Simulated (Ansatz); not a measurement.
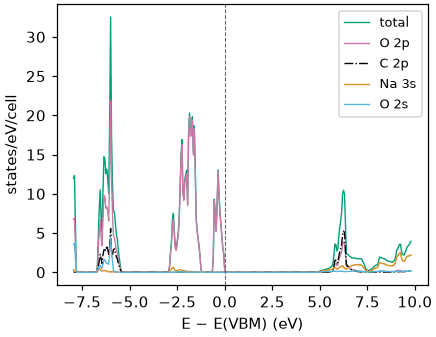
Total and projected density of states of Na$_{2}$CO$_{3}$ in space group C2/m (No. 12; Pearson symbol mS24), DFT-r²SCAN in the program Ansatz with PAW potentials

Problem. Which orbitals carry the states next to the gap?

Solution. Top 1 eV of the valence band: O 2p 99 %. Bottom 1 eV of the conduction band: Na 3s 39 %, C 2p 25 %, O 2p 17 %, O 2s 12 %, outside the projected shells 6 %. Projections are on Löwdin-orthogonalised atomic valence shells; empty p or d shells of many metals are not among them.

Problem. Where is the tallest occupied peak in this window, and what makes it?

Solution. Near -6.0 eV, about 33 states/eV per cell; the largest projected share is O 2p.

The first step of the workflow began from a Materials Project structure, measured or hypothetical; the Crystallography Open Database files this formula in space group No. 12, but the cells were not matched. Its standing as an ambient phase is unchecked. The r²SCAN relaxation kept the symmetry of its start; whether a distortion lowers the energy is not shown.

Potentials: the later of the program's two PAW sets.
